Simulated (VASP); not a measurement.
Band structure of MgTe (wurtzite). Level of theory: PBE GGA with D3 dispersion (Becke-Johnson damping), VASP's PBE PAW potentials (set 64) (plane waves; VASP).

Unless said otherwise, spin-orbit coupling is left out, though it shifts the bands of the heavy elements here.

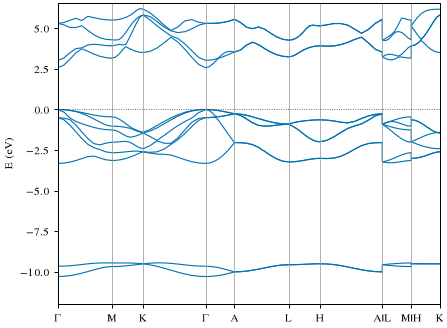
Figure: Bands along high-symmetry lines, zero at the valence-band maximum or, without a gap, the Fermi level

Q: Read the plot: is there a gap, and where are the band edges?

A: The gap is direct, 2.57 eV, from the valence maximum at Γ to the conduction minimum at Γ. (Edges off the drawn lines would not show.)

The compound is MgTe in the wurtzite structure. It was relaxed first.
